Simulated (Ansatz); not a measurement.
# Molecular dynamics of SiNH7 (part 1 of 3)

System: SiNH7, SMILES N.[SiH4].
Method: RKS PBE0-D4/6-31G (Ansatz 0.2.0).

Figures and captions count atoms from 1; the log counts them from 0 in places.

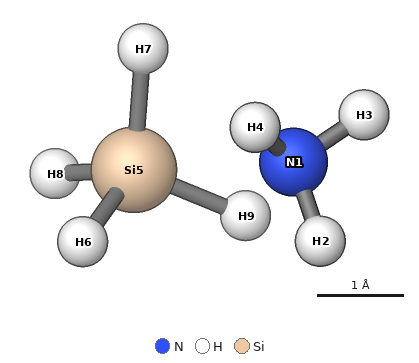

*The starting structure (ball-and-stick view, seen at a tilt; atoms are numbered from 1 in the order of the input).*

**The input**
```yaml
crystal:
  periodic: [false, false, false]
  atoms:
    - {symbol: N, position_ang: [-0.023699, 0.232100, -1.557935]}
    - {symbol: H, position_ang: [-0.685185, -0.383351, -2.015274]}
    - {symbol: H, position_ang: [-0.286665, 1.182502, -1.788324]}
    - {symbol: H, position_ang: [0.884131, 0.061143, -1.972800]}
    - {symbol: Si, position_ang: [0.021736, -0.213185, 1.431448]}
    - {symbol: H, position_ang: [0.354730, -1.507971, 0.790282]}
    - {symbol: H, position_ang: [1.036048, 0.824685, 1.127366]}
    - {symbol: H, position_ang: [0.044268, -0.433342, 2.909084]}
    - {symbol: H, position_ang: [-1.345464, 0.237421, 1.076254]}
basis:
  gaussian: {orbitals: 6-31G}
hamiltonian: {xc: pbe0, dispersion: d4}
md: {n_steps: 60, timestep: 1.0, temperature: 500, ensemble: nvt_langevin, seed: 629, friction: 0.05, initial_velocities: maxwell_boltzmann}
```

Launch command:
```bash
ansatz run in.yaml --threads 2 --pin off --events-out ev --progress --plain --max-ram 5222MiB
```

**Log**
```
Functional definition: PBE0
  name "PBE0"
  cite "Adamo & Barone, J. Chem. Phys. 110, 6158 (1999) doi:10.1063/1.478522"
  cite "Perdew, Burke & Ernzerhof, Phys. Rev. Lett. 77, 3865 (1996) doi:10.1103/PhysRevLett.77.3865"
  parent pbe
  parameter a = 0.25
  parameter kappa = 0.804
  parameter beta = 0.06672455060314922
  exchange = (1 - a)*pbe_x(kappa = kappa, mu = beta*pi^2/3) + a*exact_x
  correlation = pbe_c(beta = beta)
532 factors; integrals over basis functions are off by at most 1.7e-4 eV
mean field evaluation 1: about -9469.8540 eV, gradient 4.4e1 eV
mean field evaluation 2: about -9467.1546 eV, gradient 5.5e1 eV
mean field evaluation 4: about -9473.8328 eV, gradient 4.2e-1 eV
mean field evaluation 8: about -9473.8305 eV, gradient 1.3e-3 eV
mean field -9473.83045443 eV, -348.1568476073 hartree, gradient 2.4e-5 eV, S^2 0.000000; 0 other end points of the search recorded, 0 dependent functions left out
the calculation of the forces begins
reference -9473.83047864 eV, -348.1568484972 hartree; 14, 14 occupied and 22, 22 virtual orbitals, 532 factors
md step     0: t =     0.00 fs  T =   444.4 K  F+E_penalty+E_count = -9473.91381229 eV  E_kin = 0.517040 eV  (20 SCF iters)
these checks for a lower state are left out or cut short: starts, cluster_reference, orbital_swaps, neighbouring_geometries, increment
532 factors; integrals over basis functions are off by at most 1.7e-4 eV
mean field evaluation 16: about -9473.7856 eV, gradient 9.0e-6 eV
mean field -9473.78561441 eV, -348.1551997671 hartree, gradient 3.2e-5 eV, S^2 0.000000; 0 other end points of the search recorded, 0 dependent functions left out
the calculation of the forces begins
reference -9473.78563852 eV, -348.1552006529 hartree; 14, 14 occupied and 22, 22 virtual orbitals, 532 factors
md step     1: t =     1.00 fs  T =   480.6 K  F+E_penalty+E_count = -9473.86912721 eV  E_kin = 0.559104 eV  (20 SCF iters, 3 dispersion substeps)
[... from here on the SCF iterations and repeated set-up lines of each step are left out, up to the last step ...]
md step     2: t =     2.00 fs  T =   344.9 K  F+E_penalty+E_count = -9473.75004267 eV  E_kin = 0.401255 eV  (21 SCF iters, 3 dispersion substeps)
md step     3: t =     3.00 fs  T =   279.9 K  F+E_penalty+E_count = -9473.68468840 eV  E_kin = 0.325615 eV  (20 SCF iters, 3 dispersion substeps)
md step     4: t =     4.00 fs  T =   355.9 K  F+E_penalty+E_count = -9473.68416089 eV  E_kin = 0.414082 eV  (20 SCF iters, 3 dispersion substeps)
md step     5: t =     5.00 fs  T =   352.2 K  F+E_penalty+E_count = -9473.66538389 eV  E_kin = 0.409724 eV  (21 SCF iters, 3 dispersion substeps)
md step     6: t =     6.00 fs  T =   395.3 K  F+E_penalty+E_count = -9473.63653699 eV  E_kin = 0.459840 eV  (20 SCF iters, 3 dispersion substeps)
md step     7: t =     7.00 fs  T =   388.3 K  F+E_penalty+E_count = -9473.62053984 eV  E_kin = 0.451706 eV  (21 SCF iters, 3 dispersion substeps)
md step     8: t =     8.00 fs  T =   428.1 K  F+E_penalty+E_count = -9473.67200848 eV  E_kin = 0.498065 eV  (20 SCF iters, 3 dispersion substeps)
md step     9: t =     9.00 fs  T =   587.5 K  F+E_penalty+E_count = -9473.73905149 eV  E_kin = 0.683409 eV  (21 SCF iters, 3 dispersion substeps)
md step    10: t =    10.00 fs  T =   633.9 K  F+E_penalty+E_count = -9473.71317871 eV  E_kin = 0.737487 eV  (21 SCF iters, 3 dispersion substeps)
md step    11: t =    11.00 fs  T =   495.5 K  F+E_penalty+E_count = -9473.61543550 eV  E_kin = 0.576433 eV  (21 SCF iters, 3 dispersion substeps)
md step    12: t =    12.00 fs  T =   430.6 K  F+E_penalty+E_count = -9473.53091749 eV  E_kin = 0.500929 eV  (20 SCF iters, 3 dispersion substeps)
md step    13: t =    13.00 fs  T =   459.9 K  F+E_penalty+E_count = -9473.50395143 eV  E_kin = 0.535060 eV  (20 SCF iters, 3 dispersion substeps)
md step    14: t =    14.00 fs  T =   579.6 K  F+E_penalty+E_count = -9473.53999896 eV  E_kin = 0.674295 eV  (21 SCF iters, 3 dispersion substeps)
md step    15: t =    15.00 fs  T =   504.8 K  F+E_penalty+E_count = -9473.51384078 eV  E_kin = 0.587199 eV  (21 SCF iters, 3 dispersion substeps)
md step    16: t =    16.00 fs  T =   546.4 K  F+E_penalty+E_count = -9473.47886495 eV  E_kin = 0.635681 eV  (21 SCF iters, 3 dispersion substeps)
md step    17: t =    17.00 fs  T =   653.3 K  F+E_penalty+E_count = -9473.59943932 eV  E_kin = 0.759967 eV  (20 SCF iters, 3 dispersion substeps)
md step    18: t =    18.00 fs  T =   586.2 K  F+E_penalty+E_count = -9473.73243286 eV  E_kin = 0.681954 eV  (20 SCF iters, 3 dispersion substeps)
md step    19: t =    19.00 fs  T =   640.2 K  F+E_penalty+E_count = -9473.77491931 eV  E_kin = 0.744757 eV  (20 SCF iters, 3 dispersion substeps)
md step    20: t =    20.00 fs  T =   675.4 K  F+E_penalty+E_count = -9473.75682200 eV  E_kin = 0.785702 eV  (20 SCF iters, 3 dispersion substeps)
md step    21: t =    21.00 fs  T =   627.3 K  F+E_penalty+E_count = -9473.73927467 eV  E_kin = 0.729809 eV  (20 SCF iters, 3 dispersion substeps)
md step    22: t =    22.00 fs  T =   753.5 K  F+E_penalty+E_count = -9473.71699541 eV  E_kin = 0.876604 eV  (21 SCF iters, 3 dispersion substeps)
md step    23: t =    23.00 fs  T =   706.5 K  F+E_penalty+E_count = -9473.69345498 eV  E_kin = 0.821948 eV  (21 SCF iters, 3 dispersion substeps)
md step    24: t =    24.00 fs  T =   650.6 K  F+E_penalty+E_count = -9473.66363852 eV  E_kin = 0.756843 eV  (21 SCF iters, 3 dispersion substeps)
md step    25: t =    25.00 fs  T =   608.0 K  F+E_penalty+E_count = -9473.61424767 eV  E_kin = 0.707310 eV  (21 SCF iters, 3 dispersion substeps)
md step    26: t =    26.00 fs  T =   585.4 K  F+E_penalty+E_count = -9473.62226825 eV  E_kin = 0.680985 eV  (21 SCF iters, 3 dispersion substeps)
md step    27: t =    27.00 fs  T =   691.2 K  F+E_penalty+E_count = -9473.66712271 eV  E_kin = 0.804089 eV  (21 SCF iters, 3 dispersion substeps)
md step    28: t =    28.00 fs  T =   550.1 K  F+E_penalty+E_count = -9473.61372920 eV  E_kin = 0.639896 eV  (20 SCF iters, 3 dispersion substeps)
md step    29: t =    29.00 fs  T =   448.4 K  F+E_penalty+E_count = -9473.47113347 eV  E_kin = 0.521627 eV  (21 SCF iters, 3 dispersion substeps)
md step    30: t =    30.00 fs  T =   349.0 K  F+E_penalty+E_count = -9473.35416272 eV  E_kin = 0.405974 eV  (21 SCF iters, 3 dispersion substeps)
md step    31: t =    31.00 fs  T =   291.0 K  F+E_penalty+E_count = -9473.37308898 eV  E_kin = 0.338564 eV  (22 SCF iters, 3 dispersion substeps)
md step    32: t =    32.00 fs  T =   335.5 K  F+E_penalty+E_count = -9473.45434078 eV  E_kin = 0.390244 eV  (21 SCF iters, 3 dispersion substeps)
md step    33: t =    33.00 fs  T =   322.3 K  F+E_penalty+E_count = -9473.49247540 eV  E_kin = 0.374894 eV  (21 SCF iters, 3 dispersion substeps)
md step    34: t =    34.00 fs  T =   237.1 K  F+E_penalty+E_count = -9473.47095401 eV  E_kin = 0.275857 eV  (21 SCF iters, 3 dispersion substeps)
md step    35: t =    35.00 fs  T =   219.3 K  F+E_penalty+E_count = -9473.45729543 eV  E_kin = 0.255172 eV  (21 SCF iters, 3 dispersion substeps)
md step    36: t =    36.00 fs  T =   336.4 K  F+E_penalty+E_count = -9473.55874067 eV  E_kin = 0.391335 eV  (20 SCF iters, 3 dispersion substeps)
md step    37: t =    37.00 fs  T =   368.4 K  F+E_penalty+E_count = -9473.64070408 eV  E_kin = 0.428583 eV  (20 SCF iters, 3 dispersion substeps)
md step    38: t =    38.00 fs  T =   336.6 K  F+E_penalty+E_count = -9473.61504814 eV  E_kin = 0.391623 eV  (21 SCF iters, 3 dispersion substeps)
md step    39: t =    39.00 fs  T =   346.2 K  F+E_penalty+E_count = -9473.60953237 eV  E_kin = 0.402737 eV  (21 SCF iters, 3 dispersion substeps)
md step    40: t =    40.00 fs  T =   421.1 K  F+E_penalty+E_count = -9473.66216284 eV  E_kin = 0.489879 eV  (20 SCF iters, 3 dispersion substeps)
md step    41: t =    41.00 fs  T =   454.8 K  F+E_penalty+E_count = -9473.74363353 eV  E_kin = 0.529129 eV  (20 SCF iters, 3 dispersion substeps)
md step    42: t =    42.00 fs  T =   442.9 K  F+E_penalty+E_count = -9473.77914512 eV  E_kin = 0.515230 eV  (21 SCF iters, 3 dispersion substeps)
md step    43: t =    43.00 fs  T =   405.1 K  F+E_penalty+E_count = -9473.75561094 eV  E_kin = 0.471233 eV  (20 SCF iters, 3 dispersion substeps)
md step    44: t =    44.00 fs  T =   382.1 K  F+E_penalty+E_count = -9473.75299067 eV  E_kin = 0.444553 eV  (20 SCF iters, 3 dispersion substeps)
md step    45: t =    45.00 fs  T =   322.2 K  F+E_penalty+E_count = -9473.77726973 eV  E_kin = 0.374818 eV  (20 SCF iters, 3 dispersion substeps)
md step    46: t =    46.00 fs  T =   321.2 K  F+E_penalty+E_count = -9473.75565963 eV  E_kin = 0.373637 eV  (21 SCF iters, 3 dispersion substeps)
md step    47: t =    47.00 fs  T =   315.6 K  F+E_penalty+E_count = -9473.68069007 eV  E_kin = 0.367175 eV  (20 SCF iters, 3 dispersion substeps)
md step    48: t =    48.00 fs  T =   238.0 K  F+E_penalty+E_count = -9473.60296514 eV  E_kin = 0.276821 eV  (20 SCF iters, 3 dispersion substeps)
md step    49: t =    49.00 fs  T =   249.3 K  F+E_penalty+E_count = -9473.60967606 eV  E_kin = 0.290011 eV  (20 SCF iters, 3 dispersion substeps)
md step    50: t =    50.00 fs  T =   259.0 K  F+E_penalty+E_count = -9473.62083292 eV  E_kin = 0.301285 eV  (20 SCF iters, 3 dispersion substeps)
md step    51: t =    51.00 fs  T =   321.5 K  F+E_penalty+E_count = -9473.57922967 eV  E_kin = 0.373970 eV  (21 SCF iters, 3 dispersion substeps)
md step    52: t =    52.00 fs  T =   336.6 K  F+E_penalty+E_count = -9473.52135716 eV  E_kin = 0.391593 eV  (21 SCF iters, 3 dispersion substeps)
md step    53: t =    53.00 fs  T =   336.2 K  F+E_penalty+E_count = -9473.50812345 eV  E_kin = 0.391141 eV  (21 SCF iters, 3 dispersion substeps)
md step    54: t =    54.00 fs  T =   425.6 K  F+E_penalty+E_count = -9473.59370912 eV  E_kin = 0.495097 eV  (21 SCF iters, 3 dispersion substeps)
md step    55: t =    55.00 fs  T =   420.4 K  F+E_penalty+E_count = -9473.66499152 eV  E_kin = 0.489048 eV  (20 SCF iters, 3 dispersion substeps)
md step    56: t =    56.00 fs  T =   461.5 K  F+E_penalty+E_count = -9473.63978010 eV  E_kin = 0.536834 eV  (20 SCF iters, 3 dispersion substeps)
md step    57: t =    57.00 fs  T =   417.5 K  F+E_penalty+E_count = -9473.57334430 eV  E_kin = 0.485675 eV  (20 SCF iters, 3 dispersion substeps)
md step    58: t =    58.00 fs  T =   404.5 K  F+E_penalty+E_count = -9473.58502646 eV  E_kin = 0.470566 eV  (21 SCF iters, 3 dispersion substeps)
md step    59: t =    59.00 fs  T =   427.0 K  F+E_penalty+E_count = -9473.64529754 eV  E_kin = 0.496781 eV  (20 SCF iters, 3 dispersion substeps)
these checks for a lower state are left out or cut short: starts, cluster_reference, orbital_swaps, neighbouring_geometries, increment
532 factors; integrals over basis functions are off by at most 1.8e-4 eV
mean field -9473.58629717 eV, -348.1478749935 hartree, gradient 3.6e-5 eV, S^2 0.000000; 0 other end points of the search recorded, 0 dependent functions left out
the calculation of the forces begins
reference -9473.58632058 eV, -348.1478758538 hartree; 14, 14 occupied and 22, 22 virtual orbitals, 532 factors
532 factors; integrals over basis functions are off by at most 1.8e-4 eV
mean field -9473.58629717 eV, -348.1478749935 hartree, gradient 3.6e-5 eV, S^2 0.000000; 1 other end points of the search recorded, 0 dependent functions left out
the calculation of the forces begins
reference -9473.58632058 eV, -348.1478758538 hartree; 14, 14 occupied and 22, 22 virtual orbitals, 532 factors
md step    60: t =    60.00 fs  T =   622.2 K  F+E_penalty+E_count = -9473.67579998 eV  E_kin = 0.723803 eV  (20 SCF iters, 3 dispersion substeps)
```

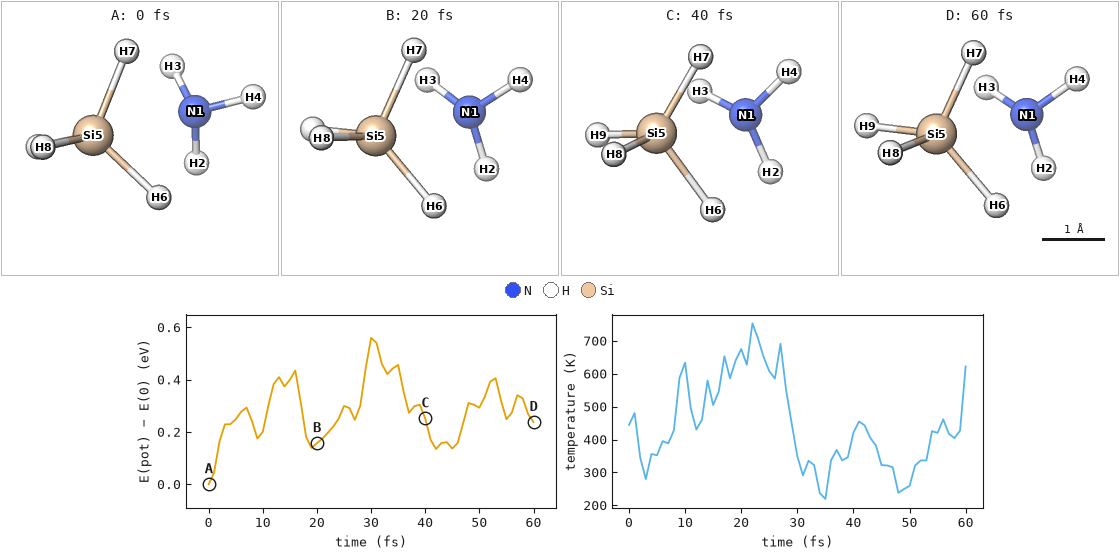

*Frames of the molecular dynamics (ball-and-stick, seen at a tilt) above the curves, on which the letters mark them.*

The trajectory kept here has 61 frames over 60 fs. The temperature starts at 444 K, ranges from 219 to 754 K and averages 359 K over the second half. The potential energy ends 0.238 eV above its first value. After an unweighted best fit of the last frame on the first, the root-mean-square displacement is 0.34 Å.

```
Total energy: -9473.67582339 eV, -348.1511650215 hartree
Atom 0 at    -0.290258     0.114293    -1.278844 Å, force     1.532671     4.003581     0.544171 eV/Å
Atom 1 at    -0.553632    -0.740307    -1.595268 Å, force    -1.293665    -3.146210    -1.090585 eV/Å
Atom 2 at    -0.999586     0.858630    -1.366578 Å, force     0.773654    -0.720055    -0.102437 eV/Å
Atom 3 at     0.650779     0.363349    -1.644879 Å, force    -1.192652     0.025198     0.569248 eV/Å
Atom 4 at    -0.099891    -0.184387     1.350788 Å, force     1.222994    -1.146996     0.817210 eV/Å
Atom 5 at     0.144036    -1.561368     0.731262 Å, force    -0.272415     0.441103     0.122314 eV/Å
Atom 6 at     0.949624     0.827982     1.084705 Å, force     0.322405     0.153790    -0.113756 eV/Å
Atom 7 at     0.069727    -0.512529     2.858283 Å, force     0.099133     0.090676    -0.264210 eV/Å
Atom 8 at    -1.389867     0.460389     1.422664 Å, force    -1.192126     0.298914    -0.481955 eV/Å
Dipole moment:    -0.103040     0.107525    -0.798045 e Å
```

**Trajectory as extended XYZ (Å, eV, eV/Å), 49 of the 61 frames kept, from step=0 to step=60**
```
9
Properties=species:S:1:pos:R:3:forces:R:3 step=0 time_fs=0.0 energy=-9473.91381 temperature=444.4
N    -0.0237    0.2321   -1.5579   -0.0121   0.1172  -0.7905
H    -0.6852   -0.3834   -2.0153   -0.2634  -0.3140   0.2399
H    -0.2867    1.1825   -1.7883   -0.1005   0.3240   0.3323
H     0.8841    0.0611   -1.9728    0.3765  -0.1330   0.2571
Si    0.0217   -0.2132    1.4314   -0.0030   0.0291  -0.1954
H     0.3547   -1.5080    0.7903    0.0726  -0.2831  -0.1191
H     1.0360    0.8247    1.1274    0.2196   0.2216  -0.0461
H     0.0443   -0.4333    2.9091    0.0058  -0.0564   0.3791
H    -1.3455    0.2374    1.0763   -0.2956   0.0946  -0.0573
9
Properties=species:S:1:pos:R:3:forces:R:3 step=1 time_fs=1.0 energy=-9473.86913 temperature=480.6
N    -0.0239    0.2274   -1.5498   -0.0968   1.0702  -0.7533
H    -0.6623   -0.3873   -2.0105   -0.9586  -0.7478   0.0453
H    -0.3319    1.1933   -1.7797    0.5968  -0.7361   0.4522
H     0.8719    0.0128   -1.9732    0.4695   0.4030   0.2996
Si    0.0227   -0.2124    1.4266   -0.1416   0.4436   0.1630
H     0.3364   -1.5036    0.8077    0.1540  -0.5565  -0.2773
H     1.0545    0.8230    1.1451    0.1517   0.1337  -0.0911
H     0.0644   -0.4239    2.9226   -0.0918  -0.0246   0.0944
H    -1.3448    0.2618    1.0495   -0.0832   0.0146   0.0673
9
Properties=species:S:1:pos:R:3:forces:R:3 step=2 time_fs=2.0 energy=-9473.75004 temperature=344.9
N    -0.0235    0.2215   -1.5416   -0.2028   1.8062  -0.7263
H    -0.6407   -0.3944   -2.0090   -1.4808  -1.0913  -0.1140
H    -0.3745    1.2009   -1.7744    1.1960  -1.5606   0.5464
H     0.8655   -0.0236   -1.9697    0.5093   0.8299   0.3455
Si    0.0229   -0.2121    1.4225   -0.0417   0.8045   0.4931
H     0.3189   -1.5068    0.8274    0.2098  -0.7333  -0.3939
H     1.0802    0.8242    1.1656   -0.0149  -0.0481  -0.1159
H     0.0823   -0.4201    2.9379   -0.1891   0.0179  -0.1927
H    -1.3381    0.2829    1.0242    0.0141  -0.0251   0.1578
9
Properties=species:S:1:pos:R:3:forces:R:3 step=4 time_fs=4.0 energy=-9473.68416 temperature=355.9
N    -0.0229    0.2127   -1.5305   -0.8040  -0.1041  -1.4694
H    -0.6307   -0.4531   -2.0214   -0.5386   0.0469   0.6873
H    -0.4128    1.1677   -1.7519    1.2803  -1.2058   0.3276
H     0.8763   -0.0485   -1.9577    0.1008   1.2388   0.5223
Si    0.0250   -0.2107    1.4168    0.4835   1.0829   0.8883
H     0.2863   -1.5343    0.8515    0.2019  -0.5655  -0.3609
H     1.1324    0.8382    1.2065   -0.4016  -0.4765  -0.1783
H     0.1195   -0.4016    2.9700   -0.3601   0.0475  -0.6757
H    -1.3128    0.3292    0.9902    0.0377  -0.0643   0.2587
```
